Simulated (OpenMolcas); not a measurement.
# Run report: Ho³⁺ complex, multiconfigurational calculation (part 2 of 2)

The same run, continued: Ho³⁺ with 6 ligands (O; octahedron, 2.28 Å), neutralised by 6 outer point charges of +1.5 e, whose field is part of the energies. Method: state-averaged CASSCF, active space 10 electrons in the shell 4f, basis ANO-RCC-VDZP on the metal and ANO-RCC-VDZP on the ligands, DKH2 scalar Hamiltonian, spin-orbit coupling by RASSI with atomic mean-field integrals (OpenMolcas).

**Log (extracts), continued**
```
--- RASSI ---
SPIN-FREE ENERGIES:
  (Shifted by EMIN (a.u.) =     -13058.6757621347)

 SF State       Relative EMIN(au)   Rel lowest level(eV)    D:o, cm**(-1)

     1             0.0000000000        0.0000000000              0.0000
     2             0.0001731718        0.0047122449             38.0068
     3             0.0001731718        0.0047122449             38.0068
     4             0.0001731718        0.0047122449             38.0068
     5             0.0002748903        0.0074801449             60.3314
     6             0.0002748903        0.0074801449             60.3314
     7             0.0011873568        0.0323096232            260.5947
     8             0.0011873568        0.0323096232            260.5947
     9             0.0011873568        0.0323096232            260.5947
    10             0.0011949761        0.0325169567            262.2669
    11             0.0011949761        0.0325169567            262.2669
    12             0.0011949761        0.0325169567            262.2669
    13             0.0013195983        0.0359080984            289.6183
    14             0.0808505779        2.2000563026          17744.6508
    15             0.0808505779        2.2000563026          17744.6508
    16             0.0808505779        2.2000563026          17744.6508
    17             0.0813094073        2.2125416884          17845.3522
    18             0.0815430345        2.2188990071          17896.6274
    19             0.0815430345        2.2188990071          17896.6274
    20             0.0815430345        2.2188990071          17896.6274
    21             0.0821312924        2.2349063211          18025.7351
    31             0.0965951985        2.6284892554          21200.1956
    32             0.0965951985        2.6284892554          21200.1956
    33             0.0965951985        2.6284892554          21200.1956
    34             0.0966105077        2.6289058412          21203.5556
    35             0.0966105077        2.6289058412          21203.5556
    36             0.0966105077        2.6289058412          21203.5556
    37             0.0967428682        2.6325075539          21232.6053
    38             0.0967672063        2.6331698272          21237.9469
    39             0.0967672063        2.6331698272          21237.9469
    40             0.0967672063        2.6331698272          21237.9469
    41             0.0967806485        2.6335356062          21240.8971
    42             0.0967806485        2.6335356062          21240.8971
    43             0.0968065259        2.6342397671          21246.5766
    44             0.0968065259        2.6342397671          21246.5766
    45             0.0968065259        2.6342397671          21246.5766
    46             0.1229822806        3.3465183380          26991.4907
    47             0.1229822806        3.3465183380          26991.4907
    48             0.1229822806        3.3465183380          26991.4907
    49             0.1230965558        3.3496279246          27016.5712
Eigenvalues of complex Hamiltonian:
   -----------------------------------
  (Shifted by EMIN (a.u.) =     -13058.6757621347)

 SO State       Relative EMIN(au)   Rel lowest level(eV)    D:o, cm**(-1)

     1            -0.0364266097        0.0000000000              0.0000
     2            -0.0364266097        0.0000000010              0.0000
     3            -0.0364061862        0.0005557528              4.4824
     4            -0.0364061862        0.0005557525              4.4824
     5            -0.0364061862        0.0005557517              4.4824
     6            -0.0363587043        0.0018477995             14.9035
     7            -0.0357254367        0.0190798893            153.8897
     8            -0.0357254367        0.0190798896            153.8897
     9            -0.0357254367        0.0190798893            153.8897
    10            -0.0356674705        0.0206572297            166.6118
    11            -0.0356674705        0.0206572303            166.6118
    12            -0.0356674705        0.0206572296            166.6118
    13            -0.0354945449        0.0253627764            204.5646
    14            -0.0354945449        0.0253627755            204.5646
    15            -0.0354843401        0.0256404619            206.8043
    16            -0.0354843401        0.0256404623            206.8043
    17            -0.0354843401        0.0256404623            206.8043
    18            -0.0127103499        0.6453523067           5205.1174
    19            -0.0127103499        0.6453523057           5205.1174
    20            -0.0127103499        0.6453523055           5205.1174
    21            -0.0126893094        0.6459248472           5209.7352
    22            -0.0126893094        0.6459248473           5209.7352
    23            -0.0126893094        0.6459248474           5209.7352
    24            -0.0123651425        0.6547458792           5280.8817
    25            -0.0122914874        0.6567501359           5297.0471
    26            -0.0122914874        0.6567501355           5297.0471
    27            -0.0122914874        0.6567501358           5297.0471
    28            -0.0122447057        0.6580231314           5307.3145
    29            -0.0122447057        0.6580231314           5307.3145
    30            -0.0121413590        0.6608353378           5329.9965
    31            -0.0121413590        0.6608353377           5329.9965
    32            -0.0121413590        0.6608353375           5329.9965
    33             0.0043832940        1.1104940532           8956.7386
    34             0.0043832941        1.1104940547           8956.7386
    35             0.0044105311        1.1112352112           8962.7164
    36             0.0044105311        1.1112352116           8962.7164
    37             0.0044105311        1.1112352116           8962.7164
    38             0.0045316782        1.1145317931           8989.3051
    39             0.0046920028        1.1188944476           9024.4923
    40             0.0046920028        1.1188944473           9024.4923
    41             0.0046920028        1.1188944473           9024.4923
Weights of the five most important spin-orbit-free states for each spin-orbit state.

 SO State  Total energy (au)           Spin-free states, spin, and weights
 -------------------------------------------------------------------------------------------------------
    1        -0.036427       2 2.0  0.3122    1 2.0  0.2370    5 2.0  0.1139    6 2.0  0.1139    3 2.0  0.1090
    2        -0.036427       4 2.0  0.2634    1 2.0  0.2370    3 2.0  0.2066    5 2.0  0.1139    6 2.0  0.1139
    3        -0.036406       4 2.0  0.4642    6 2.0  0.2644    1 2.0  0.1710    5 2.0  0.0356   34 1.0  0.0140
    4        -0.036406       3 2.0  0.4642    6 2.0  0.1768    1 2.0  0.1710    5 2.0  0.1232   34 1.0  0.0140
    5        -0.036406       2 2.0  0.4644    5 2.0  0.2912    1 2.0  0.1710   36 1.0  0.0140   35 1.0  0.0140
    6        -0.036359       6 2.0  0.2390    5 2.0  0.2390    4 2.0  0.1529    3 2.0  0.1529    2 2.0  0.1529
    7        -0.035725      12 2.0  0.1967    7 2.0  0.1292    8 2.0  0.1048    9 2.0  0.1047    1 2.0  0.0778
    8        -0.035725      10 2.0  0.1972    9 2.0  0.1293    8 2.0  0.1047    7 2.0  0.1046    1 2.0  0.0778
    9        -0.035725      11 2.0  0.1970    8 2.0  0.1292    7 2.0  0.1048    9 2.0  0.1047    1 2.0  0.0778
   10        -0.035667       8 2.0  0.3184    7 2.0  0.1097    9 2.0  0.1061   10 2.0  0.0686   12 2.0  0.0681
   11        -0.035667       9 2.0  0.3221    6 2.0  0.1080    8 2.0  0.1060    7 2.0  0.1060   11 2.0  0.0687
   12        -0.035667       7 2.0  0.3184    8 2.0  0.1098    9 2.0  0.1060    5 2.0  0.0980   10 2.0  0.0686
```

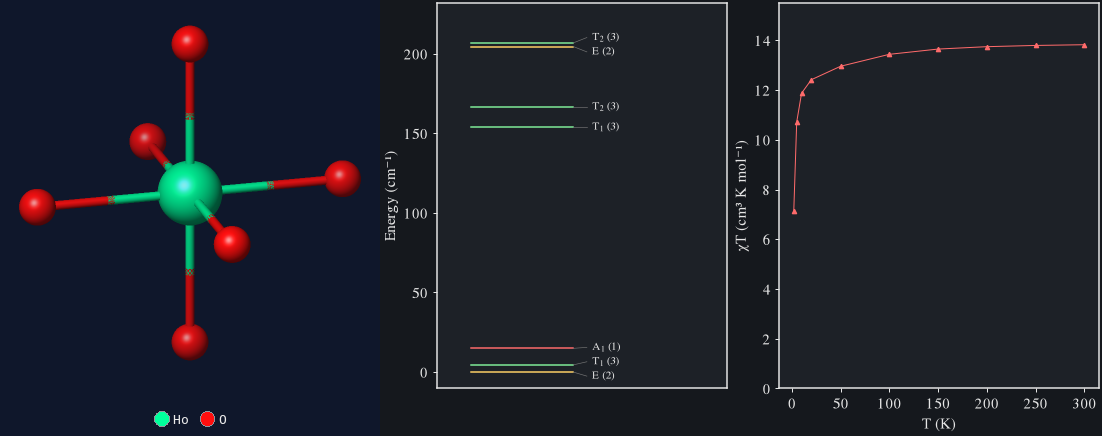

*Ho³⁺ (4f¹⁰) with 6 ligands, O²⁻, at 2.28 Å (arrangement: octahedron, Oh), neutralised by outer point charges of +1.5 e, and its levels and susceptibility. Labels give the representation in O, Td, D4 or D3 as the site allows (double group for half-integer spin) where it could be assigned and, in brackets, the degeneracy; spin-free states, where drawn, share the zero of the spin-orbit levels. Powder susceptibility by Van Vleck's formula.*

The ground level is E, doubly degenerate, 94 % from states of spin multiplicity 5 (of the 210 states of multiplicity 3, 106 enter the spin-orbit step), effective J = 8.01, with |mJ| = 2 the largest share (50 %). Its principal g values are all close to zero. The next level lies at 4.5 cm⁻¹ (T₁). The lowest J multiplet spreads over 207 cm⁻¹. χT is 7.13 cm³ K mol⁻¹ at 2 K and 13.8 at 300 K, an effective moment of 10.52 μB. The active orbitals hold 100 % metal character (Löwdin), and the Mulliken charge of the metal is +1.96.

Outcome of the run: converged.
